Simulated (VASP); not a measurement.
Band structure of CrCuO2 (relaxed from the delafossite structure, space group R-3m). Calculation: PBE GGA, VASP's PBE PAW potentials (set 64) (plane waves; VASP).

The moments were started parallel, and other spin orders were not tried in this run.

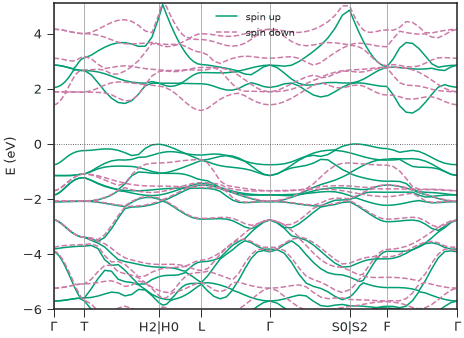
Figure: Bands along high-symmetry lines, zero at the valence-band maximum or, without a gap, the Fermi level

### Question
Read the plot: is there a gap, and where are the band edges?

### Answer
The gap is indirect, 1.12 eV, from the valence maximum at S2-F at 0.18 to the conduction minimum at F-Γ at 0.36. (Edges off the drawn lines would not show.)

The structure was generated: CrCuO2 was put into the delafossite type (R-3m), which need not be its known phase. It was relaxed first.
